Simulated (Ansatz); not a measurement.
Saddle-point search, with input and output: AlHBrClF2

System: AlHBrClF2.
Method: RKS r2SCAN-D4/def2-mTZVP (Ansatz 0.2.0).

Figures and captions count atoms from 1; the log counts them from 0 in places.

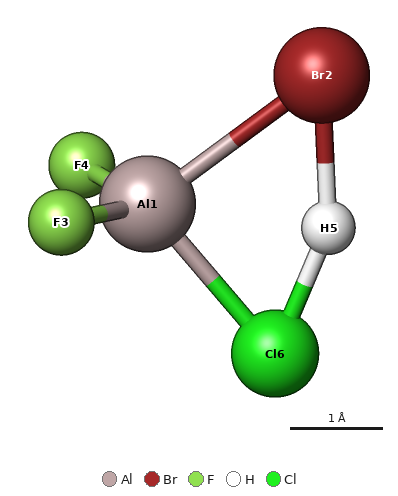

The structure as given in the input (ball-and-stick view, seen at a tilt; atoms are numbered from 1 in the order of the input). Sticks mark near contacts.

Input:
```yaml
crystal:
  periodic: [false, false, false]
  atoms:
    - {symbol: Al, position_ang: [-0.519982, -0.170864, -0.343757]}
    - {symbol: Br, position_ang: [1.661915, -1.050862, 0.296286]}
    - {symbol: F, position_ang: [-0.451083, 0.306127, -2.007877]}
    - {symbol: F, position_ang: [-1.795944, -1.126485, 0.250796]}
    - {symbol: H, position_ang: [1.011763, 0.438087, 0.817204]}
    - {symbol: Cl, position_ang: [-0.074055, 1.537576, 0.914092]}
basis:
  gaussian: {orbitals: def2-mTZVP}
hamiltonian: {xc: r2scan, dispersion: d4}
saddle:
  f_tol: 0.1
  max_steps: 40
  mode_guess:
    - [-0.2655, 0.3530, 0.0706]
    - [0.0543, 0.2186, 0.1612]
    - [0.0601, -0.0384, -0.0346]
    - [0.0316, -0.0703, 0.0183]
    - [0.4616, -0.5851, -0.1054]
    - [-0.3421, 0.1223, -0.1100]
```

Run as:
```bash
ansatz run in.yaml --threads 4 --pin off --events-out ev --progress --plain --max-ram 9574MiB
```

Output:
```
Functional definition: r2SCAN
  name "r2SCAN"
  cite "Furness, Kaplan, Ning, Perdew & Sun, J. Phys. Chem. Lett. 11, 8208 (2020) doi:10.1021/acs.jpclett.0c02405"
  cite "Furness, Kaplan, Ning, Perdew & Sun, J. Phys. Chem. Lett. 11, 9248 (2020) doi:10.1021/acs.jpclett.0c03077"
  parent r2scan
  parameter k0 = 0.174
  parameter k1 = 0.065
  parameter a1 = 4.9479
  exchange = r2scan_x(k0 = k0, k1 = k1, a1 = a1)
  correlation = r2scan_c
1156 factors; their error is unknown
mean field evaluation 1: about -94615.6982 eV, gradient 5.7e1 eV
mean field evaluation 2: about -94596.4509 eV, gradient 1.3e2 eV
mean field evaluation 4: about -94620.3641 eV, gradient 3.1e0 eV
mean field evaluation 8: about -94620.3815 eV, gradient 1.4e-1 eV
mean field evaluation 16: about -94620.3402 eV, gradient 2.2e-4 eV
mean field -94620.34018038 eV, -3477.2333656590 hartree, gradient 1.8e-5 eV, S^2 0.000000; 0 other end points of the search recorded, 0 dependent functions left out
the calculation of the forces begins
reference -94620.34019214 eV, -3477.2333660909 hartree; 42, 42 occupied and 79, 79 virtual orbitals, 1156 factors
these checks for a lower state are left out or cut short: stability, starts, cluster_reference, orbital_swaps, neighbouring_geometries, increment
1156 factors; their error is unknown
mean field -94620.34115435 eV, -3477.2334014517 hartree, gradient 7.5e-7 eV, S^2 0.000000; 0 other end points of the search recorded, 0 dependent functions left out
[... from here on the field's lines of each further geometry are left out, up to the last ...]
saddle step   1: F+E_penalty+E_count = -94620.37812477 eV  max|allowed force component| = 2.213e0 eV/Å  curvature = +1.7331 eV/Å²  mode residual = 1.48e0 eV/Å²  Δτ_max = 0.0000 Å  (1 rotations, 4 force calls, 98 SCF iters)  cluster: 3 rotations left out, max|force component along them| = 3.965e-9 eV/Å
saddle step   2: F+E_penalty+E_count = -94620.55101817 eV  max|allowed force component| = 1.415e0 eV/Å  curvature = +0.4649 eV/Å²  mode residual = 1.34e0 eV/Å²  Δτ_max = 0.0558 Å  (1 rotations, 4 force calls, 98 SCF iters)  cluster: 3 rotations left out, max|force component along them| = 1.069e-8 eV/Å
saddle step   3: F+E_penalty+E_count = -94620.60905921 eV  max|allowed force component| = 9.149e-1 eV/Å  curvature = -0.4576 eV/Å²  mode residual = 7.23e-1 eV/Å²  Δτ_max = 0.0371 Å  (1 rotations, 3 force calls, 75 SCF iters)  cluster: 3 rotations left out, max|force component along them| = 6.761e-9 eV/Å
saddle step   4: F+E_penalty+E_count = -94620.63111060 eV  max|allowed force component| = 6.069e-1 eV/Å  curvature = -0.9095 eV/Å²  mode residual = 8.82e-1 eV/Å²  Δτ_max = 0.0231 Å  (1 rotations, 3 force calls, 75 SCF iters)  cluster: 3 rotations left out, max|force component along them| = 7.696e-9 eV/Å
saddle step   5: F+E_penalty+E_count = -94620.65009777 eV  max|allowed force component| = 8.152e-2 eV/Å  curvature = -1.4635 eV/Å²  mode residual = 1.21e0 eV/Å²  Δτ_max = 0.0443 Å  (1 rotations, 6 force calls, 145 SCF iters)  cluster: 3 rotations left out, max|force component along them| = 7.699e-9 eV/Å
saddle search: the force at step 6 is within saddle.f_tol, and the search now checks the order of the point unasked, as it does wherever a lone molecule whose rigid rotations it leaves out would converge (saddle.isolated_cluster): at most 100 rotations across the mode and 202 force calls, two more next to a line or behind a second negative curvature, two more where it reads a positive, two for each turn that reads one and six more at each negative that it reads, and up to 22 at one that stands (24 where saddle.amplitude is under 0.005 Å), over each length that the point is read over (saddle.order_check: false declines the check)
saddle search: the rotation starts from a random direction (saddle.seed = 0)
the calculation of the forces begins
reference -94620.61291429 eV, -3477.2433884451 hartree; 42, 42 occupied and 79, 79 virtual orbitals, 1156 factors
1156 factors; their error is unknown
mean field evaluation 416: about -94620.6542 eV, gradient 8.3e-1 eV
mean field -94620.61291796 eV, -3477.2433885801 hartree, gradient 2.0e-5 eV, S^2 0.000000; 1 other end points of the search recorded, 0 dependent functions left out
the calculation of the forces begins
reference -94620.61292975 eV, -3477.2433890133 hartree; 42, 42 occupied and 79, 79 virtual orbitals, 1156 factors
saddle step   6: F+E_penalty+E_count = -94620.65097162 eV  max|allowed force component| = 1.825e-3 eV/Å  curvature = -1.4958 eV/Å² (error put at 0.0041; -1.4999 at half of saddle.amplitude)  mode residual = 8.23e-1 eV/Å²  Δτ_max = 0.0128 Å  (1 rotations, 37 force calls, 840 SCF iters)  order check (unasked): positive, curvature across the mode = +1.0911 eV/Å²; +0.9989 less its residual, +0.9988 less it at half of saddle.amplitude; error put at 0.0001 (29 force calls)  cluster: 3 rotations left out, max|force component along them| = 8.346e-9 eV/Å
```

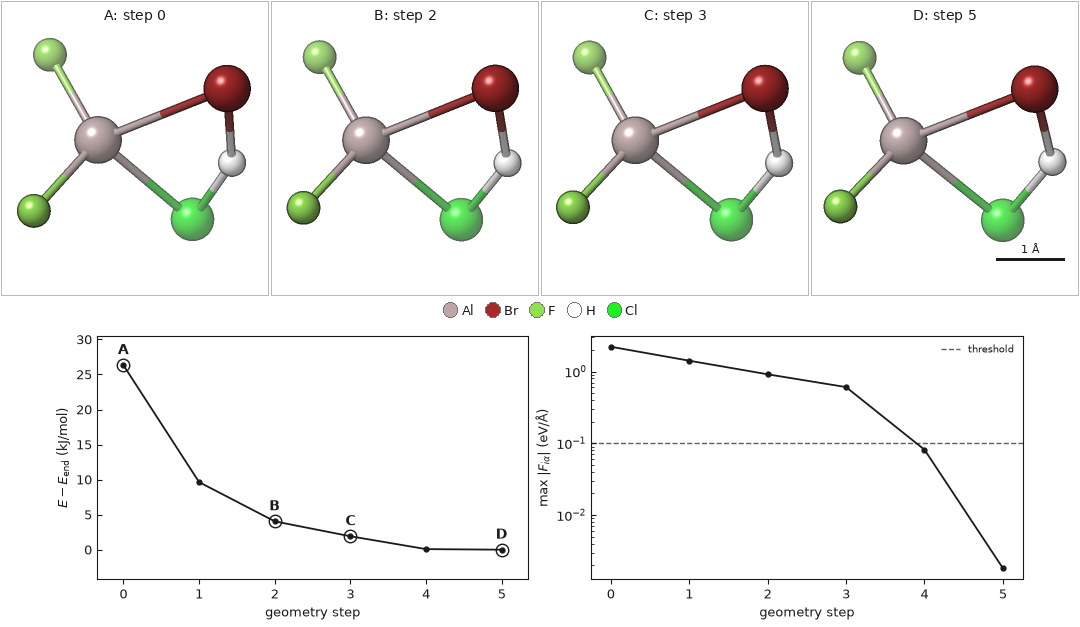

Frames of the saddle-point search (ball-and-stick view, seen at a tilt) above the curves, on which the letters mark them (the first geometry is step 0 here and step 1 in the log).

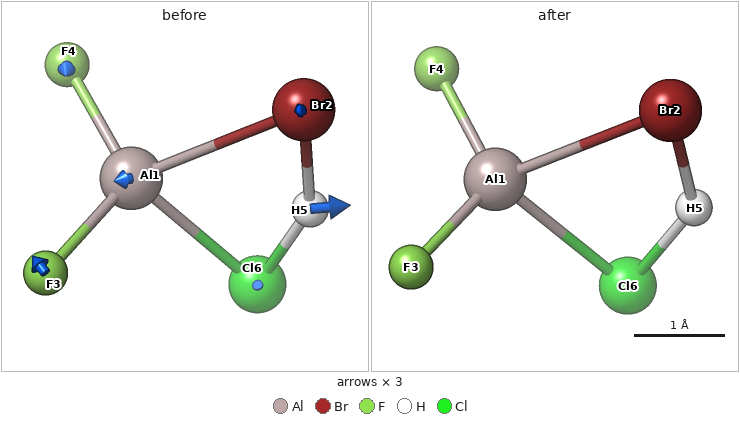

Before (left) and after (right) the saddle-point search, at one scale (ball-and-stick view, seen at a tilt). The blue arrows give the displacements, magnified 3 times. After 5 geometry steps the energy has fallen by 26.3 kJ/mol. The largest force component goes from 2.2 to 0.0018 eV/Å. The atom that moves furthest after the best rigid fit is H5 (0.15 Å). Largest moves by element: H 0.15 Å, F 0.09 Å, Al 0.08 Å, Br 0.04 Å, Cl 0.03 Å. Among the contacts that change: Al1–F3 1.733 → 1.640 Å, H5–Cl6 1.548 → 1.638 Å, Al1–Cl6 2.168 → 2.246 Å, Al1–F4 1.701 → 1.640 Å. Among the angles that change: Br2–H5–Cl6 155.0° → 144.3°, Al1–Br2–H5 54.8° → 62.4°, Al1–Cl6–H5 63.1° → 68.0°. (Atoms are counted from 1 in the order of the input.)

```
WARN: saddle search: converged after 6 steps; from 2 of them it moved with no negative curvature along its mode to follow; the point found lies 0.154 Å from the start (the largest move of one atom). A search that has climbed so is the less sure of closing on the saddle that was meant: its order check read positive: it found no second negative curvature, which short of reading every direction across the mode is no proof (saddle.order_check, Limitations), and says nothing of whether the point is that saddle. Compare its geometry with the start
Total energy: -94620.65098341 eV, -3477.2447874596 hartree
Atom 0 at    -0.547596    -0.181966    -0.412477 Å, force    -0.000220    -0.001825     0.000426 eV/Å
Atom 1 at     1.620505    -1.039589     0.286107 Å, force    -0.000471    -0.000002    -0.000726 eV/Å
Atom 2 at    -0.518778     0.249522    -1.994911 Å, force     0.000053    -0.000328     0.001296 eV/Å
Atom 3 at    -1.759517    -1.104655     0.196644 Å, force     0.000886     0.000812    -0.001191 eV/Å
Atom 4 at     1.121400     0.450426     0.924245 Å, force    -0.000111    -0.000269    -0.000169 eV/Å
Atom 5 at    -0.083400     1.559841     0.927136 Å, force    -0.000137     0.001611     0.000365 eV/Å
Dipole moment:     0.413850     0.066679     0.275421 e Å
```

Trajectory as extended XYZ (Å, eV, eV/Å), 6 frames, from step=1 to step=6:
```
6
Properties=species:S:1:pos:R:3:forces:R:3 step=1 energy=-94620.37813
Al   -0.5200   -0.1709   -0.3438   -1.3222  -1.0572  -2.2134
Br    1.6619   -1.0509    0.2963   -0.2341  -0.1261  -0.1536
F    -0.4511    0.3061   -2.0079   -0.1470  -0.6249   2.0845
F    -1.7959   -1.1265    0.2508    1.2238   0.9295  -0.5524
H     1.0118    0.4381    0.8172    0.7738   0.0433   0.4281
Cl   -0.0741    1.5376    0.9141   -0.2944   0.8355   0.4068
6
Properties=species:S:1:pos:R:3:forces:R:3 step=2 energy=-94620.55102
Al   -0.5364   -0.1625   -0.3589   -0.7873  -0.7561  -1.4150
Br    1.6506   -1.0489    0.2935   -0.1710  -0.0161  -0.0717
F    -0.4674    0.2851   -1.9834   -0.0897  -0.3527   1.1569
F    -1.7793   -1.1143    0.2266    0.6741   0.5081  -0.2968
H     1.0619    0.4301    0.8402    0.4726   0.0014   0.2616
Cl   -0.0968    1.5440    0.9088   -0.0986   0.6154   0.3650
6
Properties=species:S:1:pos:R:3:forces:R:3 step=3 energy=-94620.60906
Al   -0.5340   -0.1755   -0.3729   -0.4988  -0.5431  -0.9149
Br    1.6378   -1.0550    0.2842   -0.1134   0.0455  -0.0130
F    -0.4807    0.2743   -1.9748   -0.0500  -0.1976   0.6278
F    -1.7732   -1.1065    0.2132    0.3789   0.2770  -0.1539
H     1.0777    0.4526    0.8652    0.2922  -0.0306   0.1559
Cl   -0.0949    1.5437    0.9119   -0.0089   0.4488   0.2981
6
Properties=species:S:1:pos:R:3:forces:R:3 step=4 energy=-94620.63111
Al   -0.5384   -0.1780   -0.3821   -0.3081  -0.3865  -0.6069
Br    1.6315   -1.0530    0.2827   -0.0741   0.0592   0.0102
F    -0.4894    0.2668   -1.9740   -0.0328  -0.1122   0.3382
F    -1.7699   -1.1042    0.2057    0.2052   0.1450  -0.0754
H     1.0946    0.4561    0.8804    0.1833  -0.0443   0.0924
Cl   -0.0958    1.5459    0.9139    0.0265   0.3388   0.2415
6
Properties=species:S:1:pos:R:3:forces:R:3 step=5 energy=-94620.65010
Al   -0.5477   -0.1826   -0.4052   -0.0066  -0.0625  -0.0290
Br    1.6197   -1.0421    0.2837    0.0114   0.0120   0.0161
F    -0.5108    0.2508   -1.9849   -0.0060   0.0173  -0.0713
F    -1.7640   -1.1039    0.1941   -0.0250  -0.0222   0.0217
H     1.1231    0.4567    0.9144    0.0080  -0.0261   0.0021
Cl   -0.0878    1.5547    0.9247    0.0182   0.0815   0.0604
6
Properties=species:S:1:pos:R:3:forces:R:3 step=6 energy=-94620.65097
Al   -0.5476   -0.1820   -0.4125   -0.0002  -0.0018   0.0004
Br    1.6205   -1.0396    0.2861   -0.0005   0.0000  -0.0007
F    -0.5188    0.2495   -1.9949    0.0001  -0.0003   0.0013
F    -1.7595   -1.1047    0.1966    0.0009   0.0008  -0.0012
H     1.1214    0.4504    0.9242   -0.0001  -0.0003  -0.0002
Cl   -0.0834    1.5598    0.9271   -0.0001   0.0016   0.0004
```

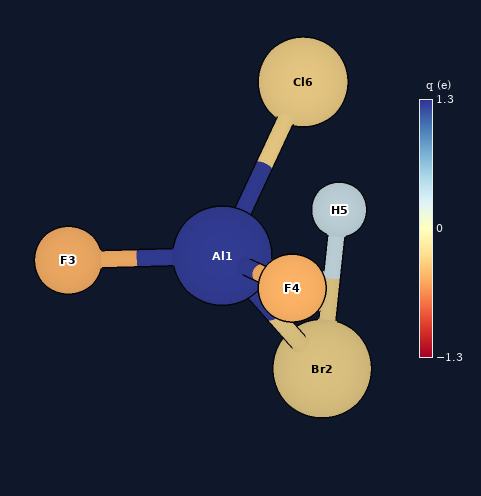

Mulliken charges, as the colour of each atom (ball-and-stick view, seen at an oblique angle; atoms are numbered from 1 in the order of the input). By element: Al +1.27, Br −0.27, F −0.49, H +0.28 and Cl −0.29 e.

Results in brief:

- outcome: converged
- total energy: −94620.6510 eV
- mean-field energy: −94620.6129 eV
- dispersion energy: −0.0381 eV
- largest force (length of the vector) at the end: 0.002 eV/Å
- dipole moment: 2.41 D
- hardware: 4 threads of Arm Neoverse V1, 23 GiB of memory available, shared host
- wall time: 98 s (CPU time 6.2 min)
- peak memory: 0.46 GiB
